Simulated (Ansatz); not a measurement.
# H-capped Sn nanowire along [110] (24 atoms): support functions against a reference

Aim: test how closely localised support functions follow the reference on H-capped Sn nanowire along [110] (24 atoms), and at what cost. A setting counts as converged where the r.m.s. difference of forces stays under 1 % of the r.m.s. force.

Calculated with Ansatz 0.2.0; Kohn-Sham DFT, PBE, PAW (set soft_2), plane waves.

## (1) The structure

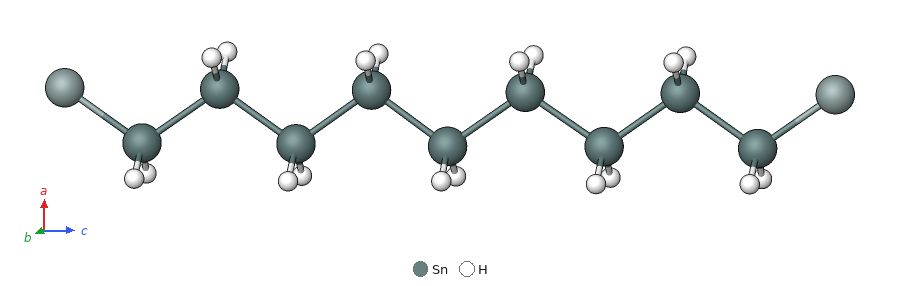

The cell as given, from the side, with the c axis across the page (tin teal, hydrogen white). Some periodic images of atoms are drawn too.

The cell holds 24 atoms: 8 Sn and 16 H. Cell: a = 13.597 Å, b = 12.792 Å, c = 18.354 Å, α = 90.0°, β = 90.0°, γ = 90.0°. It derives from Sn (diamond-structure). Round section of size parameter 3.53 Å cut from diamond-structure Sn (a = 6.489 Å) along [110], 4 periods, broken bonds capped with H, 10 Å of vacuum. Regions: wire, 8 atoms (8 Sn); hydrogen, 16 atoms (16 H). Vacuum lies along a and b. The structure repeats along c.

Before any run, some limits are plain. Beside vacuum, support functions can miss their usual error bounds without a warning. Only the Γ point is sampled, in a cell whose periodic width is 18 Å.

## (2) Plane-wave single point

This run is the reference for what follows, at a cutoff of 420 eV.

The input, input.yaml:

```yaml
crystal:
  lattice:
    - [13.59679, 0.0, 0.0]
    - [0.0, 12.79242, 0.0]
    - [0.0, 0.0, 18.35366]
  atoms:
    - { symbol: Sn, position: [0.44087, 0.50027, 0.00123] }
    - { symbol: Sn, position: [0.55955, 0.49939, 0.12735] }
    - { symbol: Sn, position: [0.44194, 0.49864, 0.25116] }
    - { symbol: Sn, position: [0.56041, 0.49925, 0.374] }
    - { symbol: Sn, position: [0.43969, 0.49955, 0.49751] }
    - { symbol: Sn, position: [0.55866, 0.49933, 0.62377] }
    - { symbol: Sn, position: [0.44218, 0.50207, 0.75212] }
    - { symbol: Sn, position: [0.55951, 0.50076, 0.87567] }
    - { symbol: H, position: [0.36818, 0.39276, 0.99771] }
    - { symbol: H, position: [0.36982, 0.6103, 0.99948] }
    - { symbol: H, position: [0.63425, 0.60658, 0.12496] }
    - { symbol: H, position: [0.6343, 0.39116, 0.12869] }
    - { symbol: H, position: [0.36692, 0.60719, 0.24907] }
    - { symbol: H, position: [0.36609, 0.38984, 0.24997] }
    - { symbol: H, position: [0.63307, 0.39307, 0.37438] }
    - { symbol: H, position: [0.63092, 0.61011, 0.37539] }
    - { symbol: H, position: [0.36787, 0.39184, 0.50051] }
    - { symbol: H, position: [0.37016, 0.60859, 0.49817] }
    - { symbol: H, position: [0.63263, 0.39285, 0.62656] }
    - { symbol: H, position: [0.63189, 0.60888, 0.62501] }
    - { symbol: H, position: [0.36704, 0.6095, 0.74959] }
    - { symbol: H, position: [0.36811, 0.391, 0.75128] }
    - { symbol: H, position: [0.63276, 0.61119, 0.87585] }
    - { symbol: H, position: [0.63278, 0.39049, 0.87419] }
kpoints:
  mp_grid: { grid: [1, 1, 1] }
hamiltonian:
  xc: pbe
scf:
  occupations: { method: fermi_dirac, width: 0.05 }
output:
  forces: true
  populations: true
  dos:
    method: { smearing: { sigma: 0.1 } }
    de: 0.1
    projected:
      site_lists:
        H: [H]
        Sn: [Sn]
        wire: [0, 1, 2, 3, 4, 5, 6, 7]
        hydrogen: [8, 9, 10, 11, 12, 13, 14, 15, 16, 17, 18, 19, 20, 21, 22, 23]
  eigenvalues: true
  write_density: true
  write_potential: true
  volumetric_format: npy
  elf: true
```

Command:

```bash
$ ansatz run input.yaml --threads 8 --pin off --max-ram 15872MiB --backend cpu --events-out ev --progress --plain --runs-dir out
```

Numbers of over 12 decimals in the logs are rounded to 6 here.

Output:

```text
Engine: ansatz 0.2.0, x86_64-unknown-linux-gnu
Pseudopotentials: kind: paw
Pseudopotential: Sn, paw, valence charge 14, recommended cutoff 420 eV (normal), Sn.paw.azcp
Pseudopotential: H, paw, valence charge 1, recommended cutoff 420 eV (normal), H.paw.azcp
[... 5 lines on functional and potentials left out ...]
Crystal: 24 atoms, lattice volume = 3192.359 Å³
Basis set: ecut = 420 eV, 62507 PW (Γ), exchange–correlation on 192×180×250 points (8 copies of the dense FFT grid, shifted against one another)
Bands: 88, of which v1, the nominal top of the filled ones, is band 64 counted from 1 (63 counted from 0)
Symmetry: 1 space group operations
Space group: P1 (ITA 1), of the structure as read, at distance tolerance 1.5e-4 Å
k-points: 1
[... 5 lines on functional and potentials left out ...]
Initial density: superposition of atomic densities (neutral atoms: chi_scale 0, normalization atom), corrected by the library's trained network
Initial wavefunctions: pseudopotential atomic-orbital guess
Functional: x = pbe(κ = 0.804, μ = 0.219515), c = pbe(β = 0.066725)
SCF iter   1: F=—  HF=-48441.186339 eV  |F-HF|=—  |Δ(HF+E_count)|=         —  Δρ=6.48e-4  dr2=3.02e-2  ethr=1.77e-3  ⟨swp⟩=13.0  Hψ=564  notcnv=0  defer=1
preconditioner: auto → Resta (q_TF=auto, 1.596 Å⁻¹)  ε∞=1.3  [insulator: Δε(μ)=2.404 eV  Ē_g=8.386 eV  σ=0.050 eV  W_gap=1.00  n_scr=224 (ndim 8)  ℏωp=4.6 eV  f_vac=0.805  D(μ)=0.00/eV (n_scr^D=0)  ε∞_Penn≈1.3  vacuum switching on, ρ_ref=5.1e-3 e/Å³]
SCF iter   2: F=—  HF=-48441.199018 eV  |F-HF|=—  |Δ(HF+E_count)|=   1.27e-2  Δρ=3.09e-4  dr2=5.89e-3  ethr=2.36e-5  ⟨swp⟩=3.0  Hψ=181  notcnv=0  defer=19
SCF iter   3: F=—  HF=-48441.203432 eV  |F-HF|=—  |Δ(HF+E_count)|=   4.41e-3  Δρ=1.11e-4  dr2=8.47e-4  ethr=4.60e-6  ⟨swp⟩=2.0  Hψ=98  notcnv=0  defer=19
SCF iter   4: F=—  HF=-48441.203862 eV  |F-HF|=—  |Δ(HF+E_count)|=   4.30e-4  Δρ=4.04e-5  dr2=6.69e-5  ethr=6.62e-7  ⟨swp⟩=2.0  Hψ=133  notcnv=0  defer=19
SCF iter   5: F=—  HF=-48441.203861 eV  |F-HF|=—  |Δ(HF+E_count)|=   1.17e-6  Δρ=1.37e-5  dr2=7.34e-6  ethr=5.23e-8  ⟨swp⟩=3.0  Hψ=152  notcnv=0  defer=19
SCF iter   6: F=—  HF=-48441.203884 eV  |F-HF|=—  |Δ(HF+E_count)|=   2.33e-5  Δρ=3.52e-6  dr2=4.85e-7  ethr=5.73e-9  ⟨swp⟩=2.0  Hψ=93  notcnv=0  defer=19
SCF iter   7: F=-48441.203886 eV  HF=-48441.203886 eV  |F-HF|=4.00e-8  |Δ(HF+E_count)|=   1.44e-6  Δρ=8.81e-7  dr2=3.34e-8  ethr=7.81e-11  ⟨swp⟩=27.0  Hψ=828  notcnv=0
SCF 1 converged in 7 iterations: F = -48441.203886 eV  dr2 = 3.34e-8
  greatest PAW one-centre occupation: 0.990 electrons in one spin orbital (limit 2), on the Sn atom at site 0 (counted from 0), in its partial waves of l = 2
WARN: The output density's exchange-correlation potential varies sharply where the density is thin. Do not read a vacuum level from v_tot or v_xc, or from such a field of the output density. On a cell that repeats whose density bears no net charge and no dipole along the vacuum's axis use v_es (v_loc + v_h of the components); [...]
SCF converged after 7 iterations
Free energy (F): -48441.203886 eV
Harris-Foulkes:  -48441.203886 eV  (|F-HF|=4.00e-8)
Internal energy: -48441.203886 eV  (E = F + TS)
E sigma→0 (E₀):  -48441.203886 eV
Fermi energy:    -2.908460 eV
--- Per-component energies (eV) ---
  E_band       = -2341.886881
  E_kinetic    = 1704.659720
  E_local      = -33265.083248  (includes V_loc(G=0)·N_el)
  E_nonlocal   = -227.930748
  E_hartree    = 16639.748440
  E_xc         = -3186.254982
  E_vxc        = -932.490610  (∫ρ·V_xc dr)
  E_paw        = -33128.391919  (= ΣΔE_a)
  E_vpaw       = -2900.510488  (= ΣTr[D̂ρ^β])
  E_aug_tail   = -0.018310  (compensation charges beyond the density's cutoff)
  E_ewald      = 3022.067161
  E_smearing   = -0.000000  (= −TS)
  E_closure    = -0.000000  (closes the sum)
  Σ components = -48441.203886   (vs F -48441.203886, Δ=0.00e0)
--- Forces (eV/Å), atoms counted from 1 ---
  atom   1  Sn     0.67764334     0.10465474    -0.01301996
  atom   2  Sn    -0.33635001    -0.13392312    -0.24278762
  atom   3  Sn    -0.06304140    -0.04313897    -0.10611144
  atom   4  Sn    -0.57648692     0.35042106     0.19368753
  atom   5  Sn     0.87153091    -0.07692769     0.21285547
  atom   6  Sn    -0.61930836     0.30752871     0.12752919
  atom   7  Sn     0.13039480    -0.31179251    -0.41853486
  atom   8  Sn    -0.08878721     0.04258891     0.20672654
  atom   9  H     -0.28962195    -0.30038803     0.03014586
  atom  10  H     -0.18182557     0.16648683     0.02950856
  atom  11  H      0.14726588     0.20886159     0.02328477
  atom  12  H      0.07041456    -0.09738573    -0.03361569
  atom  13  H     -0.03246644     0.02758264     0.03800269
  atom  14  H      0.05203974     0.05856636     0.01426243
[...]
atom  23  H      0.04360862    -0.06124779    -0.00313688
  atom  24  H      0.04103081     0.04806053     0.00154934
  max |Σ_I F_I| component: 2.07e-5 eV/Å
--- Band table (eV) ---
  k-point 0: bands = ["-24.8070", "-24.7709", "-24.7314", "-24.7099", [... 72 levels ...], "0.5173", "0.5747", "0.7057", "0.7625", "0.8313", "1.1030", "1.2048", "1.2352", "1.3239", "1.3341", "1.3580", "1.5003"]
--- Löwdin populations: 24 sites ---
  site symbol       q [e]
     0     Sn     13.7057
     1     Sn     13.7102
     2     Sn     13.7135
[...]
23      H      1.0949
  spilling = 0.006246 (of n_electrons = 128.000000)
```

Elapsed: 4.6 s, on 8 threads of Intel Xeon Platinum 8488C (Sapphire Rapids), shared host; peak memory 1.9 GiB; 24 s of CPU time.

Reading the cycles: dr2 is the Hartree energy of the density residual (eV), the measure of convergence; HF is the Harris–Foulkes estimate of the energy, which meets the free energy F at convergence.

The program notes that the exchange-correlation potential is rough where the density is thin.

Read from the output:

```yaml
free_energy: -48441.2039 eV
free_energy_per_atom: -2018.3835 eV/atom
scf_cycles: 7
r_m_s_force_component: 0.2461 eV/Å
longest_force: 0.9004 eV/Å
fermi_energy: -2.908 eV
spacing_of_highest_filled_and_lowest_empty_level: 2.388 eV
spilling_of_the_projection: 0.006246
```

The r.m.s. force component of 0.25 eV/Å sets the scale for the differences below.

## (3) Support functions low

The cell is solved in localised support functions.

This step: Kohn-Sham DFT, PBE, PAW (set soft_2), localised support functions (low) (Ansatz 0.2.0).

input.yaml, the sections that differ from step 2:

```yaml
scf:
  occupations: { method: fermi_dirac, width: 0.05 }
  eigensolver: { kind: { support_functions: { accuracy: low } } }
  mixing: { beta: 0.4 }
  max_iter: 150
output:
  forces: true
  eigenvalues: true
# crystal, kpoints, hamiltonian: as in step 2
```

Output:

```text
Warning: scf.eigensolver.kind.support_functions: disabling space-group detection — the functions' gradient is summed over unrotated k-points, so no spatial operation reduces the k-mesh or symmetrises the density; time reversal is kept, so that k and −k are solved as one point where they differ and the mesh holds both, and exact exchange and, on two spinor components, a DFT+U term hold to it where the run has them: [...]
settings of this run that can trade accuracy for cost: scf.eigensolver.kind.support_functions; scf.eigensolver.kind.support_functions.accuracy: low [...]
[...]
Crystal: 24 atoms, lattice volume = 3192.359 Å³
Basis set: ecut = 420 eV, 62507 PW (Γ), exchange–correlation on 192×180×250 points (8 copies of the dense FFT grid, shifted against one another)
Bands: 77, of which v1, the nominal top of the filled ones, is band 64 counted from 1 (63 counted from 0)
Symmetry: 1 space group operations
k-points: 1
[...]
SCF iter   1: F=—  HF=-48428.896968 eV  |F-HF|=—  |Δ(HF+E_count)|=         —  Δρ=1.80e-2  dr2=1.01e1  ethr=1.00e-1
[...]
SCF iter   9: F=—  HF=-48441.245770 eV  |F-HF|=—  |Δ(HF+E_count)|=   8.36e-5  Δρ=1.83e-5  dr2=1.11e-5  ethr=3.08e-8  κ⁻¹=8.5e-8(r=7)
SCF iter  10: F=-48441.245822 eV  HF=-48441.245822 eV  |F-HF|=1.20e-7  |Δ(HF+E_count)|=   5.24e-5  Δρ=4.97e-6  dr2=1.02e-6  ethr=8.68e-9
SCF 1 converged in 10 iterations: F = -48441.246156 eV  dr2 = 1.02e-6
[...]
SCF converged after 10 iterations
Stability not checked: this state was not tested for a lower state beside it, because the mixer in use, unlike msr1, does not test its closes by its own steps (another_mixer; see scf.mixing.algorithm and scf.lower_state_search)
Free energy (F): -48441.246156 eV
[...]
Internal energy: -48441.246156 eV  (E = F + TS)
E sigma→0 (E₀):  -48441.246156 eV
Fermi energy:    -2.907958 eV
[...]
Σ components = -48441.246156   (vs F -48441.246156, Δ=0.00e0)
--- Forces (eV/Å), atoms counted from 1 ---
  atom   1  Sn     0.67530452     0.10432140    -0.01310334
  atom   2  Sn    -0.33429790    -0.13374892    -0.24277724
  atom   3  Sn    -0.06429093    -0.04294928    -0.10624295
  atom   4  Sn    -0.57380555     0.34939503     0.19371358
[...]
atom  24  H      0.03978299     0.05011894     0.00156183
  max |Σ_I F_I| component: 2.23e-4 eV/Å
--- Band table (eV) ---
[...]
```

Wall time 19 s (8 threads); peak memory 3.1 GiB; 2.2 min of CPU time.

The program notes that the band table was not solved further than the SCF left it and it switched symmetry off.

Keys that differ from the reference: support_functions.accuracy = "low", scf.max_iter = 150 and scf.mixing.beta = 0.4.

Forces differ from the reference by 1.6 meV/Å r.m.s., 0.64 % of their size, within a tolerance of 1 %; the energy by -1.8 meV/atom. It took 19 s and 10 cycles; the reference's time can't be set against it, since the two runs asked for unlike analyses.

## (4) Support functions medium

With localised support functions most steps grow linearly with size, though the diagonalisation grows faster unless the density matrix is cut; this run measures error and cost at this size.

This step: Kohn-Sham DFT, PBE, PAW (set soft_2), localised support functions (medium) (Ansatz 0.2.0).

input.yaml, the sections that differ from step 3:

```yaml
scf:
  occupations: { method: fermi_dirac, width: 0.05 }
  eigensolver: { kind: { support_functions: { accuracy: medium } } }
  mixing: { beta: 0.4 }
  max_iter: 150
# crystal, kpoints, hamiltonian, output: as in step 3
```

Output:

```text
[...]
Crystal: 24 atoms, lattice volume = 3192.359 Å³
Basis set: ecut = 420 eV, 62507 PW (Γ), exchange–correlation on 192×180×250 points (8 copies of the dense FFT grid, shifted against one another)
Bands: 77, of which v1, the nominal top of the filled ones, is band 64 counted from 1 (63 counted from 0)
Symmetry: 1 space group operations
k-points: 1
[...]
SCF iter   1: F=—  HF=-48428.857384 eV  |F-HF|=—  |Δ(HF+E_count)|=         —  Δρ=1.80e-2  dr2=1.02e1  ethr=1.00e-1
[...]
SCF iter  10: F=—  HF=-48441.245812 eV  |F-HF|=—  |Δ(HF+E_count)|=   5.63e-5  Δρ=5.55e-6  dr2=1.02e-6  ethr=1.08e-8  κ⁻¹=1.7e-7(r=7)
SCF iter  11: F=-48441.245854 eV  HF=-48441.245854 eV  |F-HF|=1.31e-7  |Δ(HF+E_count)|=   4.22e-5  Δρ=3.34e-6  dr2=4.13e-7  ethr=7.94e-10
SCF 1 converged in 11 iterations: F = -48441.246157 eV  dr2 = 4.13e-7
[...]
SCF converged after 11 iterations
[...]
Free energy (F): -48441.246157 eV
[...]
Internal energy: -48441.246157 eV  (E = F + TS)
E sigma→0 (E₀):  -48441.246157 eV
Fermi energy:    -2.908214 eV
[...]
Σ components = -48441.246157   (vs F -48441.246157, Δ=0.00e0)
--- Forces (eV/Å), atoms counted from 1 ---
  atom   1  Sn     0.67520701     0.10436349    -0.01320173
  atom   2  Sn    -0.33412220    -0.13370979    -0.24287677
  atom   3  Sn    -0.06443530    -0.04303405    -0.10616206
  atom   4  Sn    -0.57375544     0.34937290     0.19363849
[...]
atom  24  H      0.03984032     0.05009132     0.00155597
  max |Σ_I F_I| component: 4.41e-4 eV/Å
--- Band table (eV) ---
[...]
```

Elapsed: 21 s, on 8 threads; peak memory 3.3 GiB.

Keys that differ from the reference: support_functions.accuracy = "medium", scf.max_iter = 150 and scf.mixing.beta = 0.4.

Forces differ from the reference by 1.6 meV/Å r.m.s., 0.63 % of their size, within a tolerance of 1 %; the energy by -1.8 meV/atom. It took 21 s and 11 cycles; the reference's time can't be set against it, since the two runs asked for unlike analyses.

## (5) Support functions medium, radius 4.49 Å

The radius confines each support function; a larger one gives more freedom and more work per atom.

input.yaml, the sections that differ from step 4:

```yaml
scf:
  occupations: { method: fermi_dirac, width: 0.05 }
  eigensolver: { kind: { support_functions: { accuracy: medium, radius: 4.49 } } }
  mixing: { beta: 0.4 }
  max_iter: 150
# crystal, kpoints, hamiltonian, output: as in step 4
```

Output:

```text
Warning: scf.eigensolver.kind.support_functions: disabling space-group detection — the functions' gradient is summed over unrotated k-points, so no spatial operation reduces the k-mesh or symmetrises the density; time reversal is kept, so that k and −k are solved as one point where they differ and the mesh holds both, and exact exchange and, on two spinor components, a DFT+U term hold to it where the run has them: [...]
settings of this run that can trade accuracy for cost: scf.eigensolver.kind.support_functions [...]
Engine: ansatz 0.2.0, x86_64-unknown-linux-gnu
Pseudopotentials: kind: paw
Pseudopotential: Sn, paw, valence charge 14, recommended cutoff 420 eV (normal), Sn.paw.azcp
Pseudopotential: H, paw, valence charge 1, recommended cutoff 420 eV (normal), H.paw.azcp
[... 5 lines on functional and potentials left out ...]
Error: SCF: the radius of support functions is under 5.02 Å, the least for these sites at the functions' level (scf.eigensolver.kind.support_functions.accuracy). Use scf.eigensolver.kind: auto, or type scf.eigensolver.kind.support_functions.radius at least as long, [...]
```

Wall time 0.67 s (8 threads); peak memory 0.46 GiB.

The program refuses radii under 5.02 Å for these atoms at this level.

## (6) Support functions medium, radius 5.12 Å

The radius confines each support function; a larger one gives more freedom and more work per atom.

input.yaml, the sections that differ from step 5:

```yaml
scf:
  occupations: { method: fermi_dirac, width: 0.05 }
  eigensolver: { kind: { support_functions: { accuracy: medium, radius: 5.12 } } }
  mixing: { beta: 0.4 }
  max_iter: 150
# crystal, kpoints, hamiltonian, output: as in step 5
```

Output:

```text
[...]
Crystal: 24 atoms, lattice volume = 3192.359 Å³
Basis set: ecut = 420 eV, 62507 PW (Γ), exchange–correlation on 192×180×250 points (8 copies of the dense FFT grid, shifted against one another)
Bands: 77, of which v1, the nominal top of the filled ones, is band 64 counted from 1 (63 counted from 0)
Symmetry: 1 space group operations
k-points: 1
[...]
SCF iter   1: F=—  HF=-48428.844751 eV  |F-HF|=—  |Δ(HF+E_count)|=         —  Δρ=1.80e-2  dr2=1.02e1  ethr=1.00e-1
[...]
SCF iter  10: F=—  HF=-48441.245724 eV  |F-HF|=—  |Δ(HF+E_count)|=   7.23e-5  Δρ=5.53e-6  dr2=1.04e-6  ethr=9.95e-9  κ⁻¹=1.6e-7(r=7)
SCF iter  11: F=-48441.245778 eV  HF=-48441.245778 eV  |F-HF|=1.15e-7  |Δ(HF+E_count)|=   5.38e-5  Δρ=3.11e-6  dr2=3.76e-7  ethr=8.10e-10
SCF 1 converged in 11 iterations: F = -48441.246157 eV  dr2 = 3.76e-7
[...]
SCF converged after 11 iterations
[...]
Free energy (F): -48441.246157 eV
[...]
Internal energy: -48441.246157 eV  (E = F + TS)
E sigma→0 (E₀):  -48441.246157 eV
Fermi energy:    -2.908229 eV
[...]
Σ components = -48441.246157   (vs F -48441.246157, Δ=0.00e0)
--- Forces (eV/Å), atoms counted from 1 ---
  atom   1  Sn     0.67522257     0.10433273    -0.01318290
  atom   2  Sn    -0.33416668    -0.13369697    -0.24285396
  atom   3  Sn    -0.06446153    -0.04299379    -0.10613024
  atom   4  Sn    -0.57378790     0.34938713     0.19361360
[...]
atom  24  H      0.03984519     0.05010542     0.00156571
  max |Σ_I F_I| component: 4.27e-4 eV/Å
--- Band table (eV) ---
[...]
```

Run time: 19 s. Hardware: 8 threads; peak memory 3.2 GiB; 2.4 min of CPU time.

Keys that differ from the reference: support_functions.accuracy = "medium", support_functions.radius = 5.12, scf.max_iter = 150 and scf.mixing.beta = 0.4.

Forces differ from the reference by 1.6 meV/Å r.m.s., 0.63 % of their size, within a tolerance of 1 %; the energy by -1.8 meV/atom. It took 19 s and 11 cycles; the reference's time can't be set against it, since the two runs asked for unlike analyses.

[end of part 1 of 2]

[Logs are printed without paths, hosts, clocks, repeated set-up lines and the standing remarks that a program may print on its own settings, such as how far it seeks lower states.]

[Hosts, paths, dates, database ids (printed as entryN), source tags and the programs' standing remarks are cut or masked in the printed files.]
